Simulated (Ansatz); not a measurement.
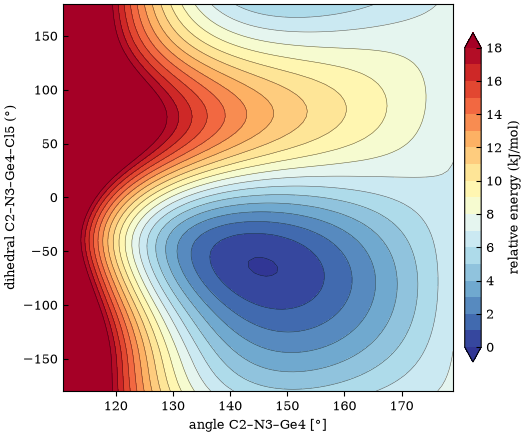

Energy landscape of CHClGeNO, SMILES O=C=[N][GeH][Cl], spin multiplicity 2. Coordinates scanned: (1) angle C2–N3–Ge4; (2) dihedral C2–N3–Ge4–Cl5. Nothing is relaxed (all other coordinates rigid). Grid: 11 × 10 points. Energies: kJ/mol, counted from the lowest grid point. Computed with UKS r2SCAN-D4/def2-SVP in Ansatz 0.2.0.

The picture shows filled contours, one colour for all values above the top of the scale. Between grid points the surface is interpolated. 

> Summarise what can be read from the map.

The lowest grid point is at angle C2–N3–Ge4 = 144.9°, dihedral C2–N3–Ge4–Cl5 = −72°. No other kind of well shows on this grid. The highest grid point, angle C2–N3–Ge4 = 110.7°, dihedral C2–N3–Ge4–Cl5 = 72°, lies 34.0 kJ/mol above the lowest. Round the minimum the valley is somewhat tilted: raising angle C2–N3–Ge4 shifts the best value of dihedral C2–N3–Ge4–Cl5 downwards (coupling k₁₂/√(k₁₁k₂₂) about 0.3).

The values on the grid:

| dihedral C2–N3–Ge4–Cl5 ↓, angle C2–N3–Ge4 → | 110.7 | 117.5 | 124.4 | 131.2 | 138.0 | 144.9 | 151.7 | 158.5 | 165.3 | 172.2 | 179.0 |
| --- | --- | --- | --- | --- | --- | --- | --- | --- | --- | --- | --- |
| 144 | 29.7 | 21.0 | 15.2 | 11.5 | 9.3 | 8.2 | 7.8 | 7.7 | 7.7 | 7.6 | 7.3 |
| 108 | 31.8 | 23.9 | 18.6 | 15.1 | 12.8 | 11.3 | 10.4 | 9.7 | 9.0 | 8.2 | 7.3 |
| 72 | 34.0 | 26.2 | 20.7 | 16.9 | 14.3 | 12.5 | 11.2 | 10.2 | 9.2 | 8.2 | 7.2 |
| 36 | 31.7 | 23.1 | 17.4 | 13.7 | 11.3 | 9.8 | 8.9 | 8.4 | 8.0 | 7.5 | 7.0 |
| 0 | 26.8 | 16.9 | 10.8 | 7.3 | 5.5 | 4.7 | 4.8 | 5.2 | 5.8 | 6.4 | 6.8 |
| −36 | 23.1 | 13.3 | 6.9 | 3.1 | 1.3 | 0.8 | 1.3 | 2.4 | 3.8 | 5.4 | 6.7 |
| −72 | 24.9 | 14.9 | 7.9 | 3.4 | 0.9 | 0.0 | 0.3 | 1.4 | 3.0 | 4.8 | 6.7 |
| −108 | 28.2 | 18.1 | 10.7 | 5.8 | 2.8 | 1.4 | 1.2 | 2.0 | 3.3 | 5.0 | 6.8 |
| −144 | 30.0 | 20.0 | 12.7 | 7.8 | 4.8 | 3.3 | 3.0 | 3.4 | 4.4 | 5.7 | 7.0 |
| −180 | 29.8 | 20.2 | 13.4 | 9.1 | 6.6 | 5.4 | 5.1 | 5.4 | 6.0 | 6.6 | 7.2 |

Each point was launched as `ansatz run input.yaml --threads 1 --pin off --max-ram 2560MiB --backend cpu --events-out ev --progress --plain --runs-dir out`. The whole map (110 points run) took 48 min on 1 thread of Arm Neoverse N1, with other jobs on the host.
